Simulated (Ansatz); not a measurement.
The relaxed structure here is a generated cell of BeNi: the first start was made by placing the elements on the sites of a structure type, and the end was not matched to a known phase here, so it may be hypothetical.

A relaxed structure of BeNi. Space group Imma (No. 74). These are PBEsol (plane waves to 420 eV, PAW, scalar-relativistic; Ansatz, a program for electronic structure) values and carry that method's errors.

```cif
data_Be6Ni6
_chemical_formula_sum 'Ni6 Be6'
_space_group_name_H-M_alt 'P 1'
_space_group_IT_number 1
_cell_length_a 5.74616
_cell_length_b 5.74616
_cell_length_c 5.74616
_cell_angle_alpha 113.625
_cell_angle_beta 82.974
_cell_angle_gamma 136.184
loop_
_space_group_symop_operation_xyz
  'x, y, z'
loop_
_atom_site_label
_atom_site_type_symbol
_atom_site_fract_x
_atom_site_fract_y
_atom_site_fract_z
_atom_site_occupancy
Ni1 Ni 0.00000 0.81791 0.81791 1
Ni2 Ni 0.00000 0.18209 0.18209 1
Ni3 Ni 0.50000 0.18209 0.68209 1
Ni4 Ni 0.50000 0.81791 0.31791 1
Ni5 Ni 0.50000 0.50000 0.50000 1
Ni6 Ni 0.50000 0.00000 0.00000 1
Be1 Be 0.00000 0.00000 0.50000 1
Be2 Be 0.00000 0.50000 0.00000 1
Be3 Be 0.41212 0.53022 0.88191 1
Be4 Be 0.85169 0.46978 0.38191 1
Be5 Be 0.58788 0.46978 0.11809 1
Be6 Be 0.14831 0.53022 0.61809 1
```

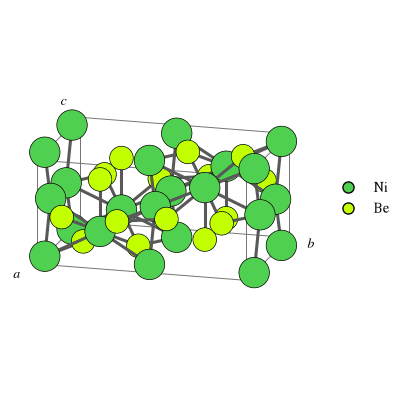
Figure: The conventional cell of the relaxed structure

For BeNi, the volume per atom is 9.68 Å³ and the density is 5.81 g/cm³. The band gap is no gap (metallic). The shortest distances is Be–Be 2.05 Å; Be–Ni 2.14 Å; Ni–Ni 2.29 Å and the k-mesh is 12×12×12.

Band energies at high-symmetry points (eV from the Fermi level; labels of this space group; no spin-orbit coupling), from −5 eV up to 5.0 eV:

```csv
point,energies
Γ,-4.23 -3.66 -3.37 -3.35 -3.08 -3.07 -2.84 -2.79 -2.76 -2.74 -2.70 -2.31 -2.22 -2.19 -1.95 -1.87 -1.81 -1.76 -1.70 -1.60 -1.43 -1.28 -1.27 -1.21 -0.97 -0.84 -0.81 -0.79 -0.73 -0.49 -0.48 0.09 1.11 1.14 1.97 2.84 3.92 4.43 4.61 4.68
X,-4.10 -3.91 -3.77 -3.53 -3.50 -3.31 -3.18 -3.01 -2.87 -2.83 -2.82 -2.80 -2.66 -2.55 -2.51 -2.23 -2.18 -2.12 -2.07 -1.82 -1.64 -1.32 -1.30 -1.28 -1.26 -1.26 -1.26 -0.86 -0.75 -0.64 -0.50 0.00 0.83 0.84 1.65 2.24 3.82 3.82 4.48 4.70
F0,-4.00 -3.99 -3.85 -3.62 -3.34 -3.26 -3.12 -3.10 -3.03 -2.81 -2.80 -2.76 -2.68 -2.54 -2.53 -2.37 -2.18 -2.17 -2.08 -1.87 -1.84 -1.46 -1.43 -1.33 -1.25 -1.24 -1.11 -0.81 -0.78 -0.15 -0.02 0.00 0.52 0.55 1.71 2.39 2.65 3.54 3.80 4.35
Σ0,-4.00 -3.99 -3.85 -3.62 -3.34 -3.26 -3.12 -3.10 -3.03 -2.81 -2.80 -2.76 -2.68 -2.54 -2.53 -2.37 -2.18 -2.17 -2.08 -1.87 -1.84 -1.46 -1.43 -1.33 -1.25 -1.24 -1.11 -0.81 -0.78 -0.15 -0.02 0.00 0.52 0.55 1.71 2.39 2.65 3.54 3.80 4.35
Λ0,-4.45 -3.93 -3.92 -3.84 -3.75 -3.47 -3.21 -3.13 -2.95 -2.91 -2.80 -2.66 -2.60 -2.46 -2.31 -2.23 -2.19 -2.11 -1.53 -1.29 -1.27 -1.25 -1.19 -1.03 -1.02 -0.88 -0.84 -0.84 -0.38 -0.36 -0.33 0.22 0.43 0.75 1.02 2.52 2.80 4.46
G0,-4.45 -3.93 -3.92 -3.84 -3.75 -3.47 -3.21 -3.13 -2.95 -2.91 -2.80 -2.66 -2.60 -2.46 -2.31 -2.23 -2.19 -2.11 -1.53 -1.29 -1.27 -1.25 -1.19 -1.03 -1.02 -0.88 -0.84 -0.84 -0.38 -0.36 -0.33 0.22 0.43 0.75 1.02 2.52 2.80 4.46
R,-4.95 -3.88 -3.88 -3.62 -3.56 -3.52 -3.47 -3.34 -3.06 -3.00 -2.88 -2.79 -2.78 -2.71 -2.57 -2.18 -2.15 -2.10 -2.03 -1.42 -1.32 -1.21 -1.01 -0.99 -0.75 -0.72 -0.70 -0.66 -0.57 -0.40 -0.27 0.28 0.55 1.58 1.91 2.64 2.93 3.18 3.85 4.58
W,-4.89 -4.89 -3.79 -3.79 -3.57 -3.57 -3.54 -3.54 -3.20 -3.20 -2.96 -2.96 -2.81 -2.81 -2.47 -2.47 -2.30 -2.30 -2.17 -2.17 -1.42 -1.42 -1.18 -1.18 -0.88 -0.88 -0.72 -0.72 -0.44 -0.44 -0.22 -0.22 0.64 0.64 0.75 0.75 3.05 3.05 4.39 4.39 4.71 4.71
```

No spin polarisation in the result. A magnetic state may lie lower.

The run could not lose the symmetry of its start: the end is stationary, and may be a saddle point rather than a minimum.

It was reached from a disturbed copy of a P6/mmm (No. 191) cell (AFLOW prototype AB_hP6_191_f_ad (B35, as in CoSn)), against which it lies -0.11 eV/atom.
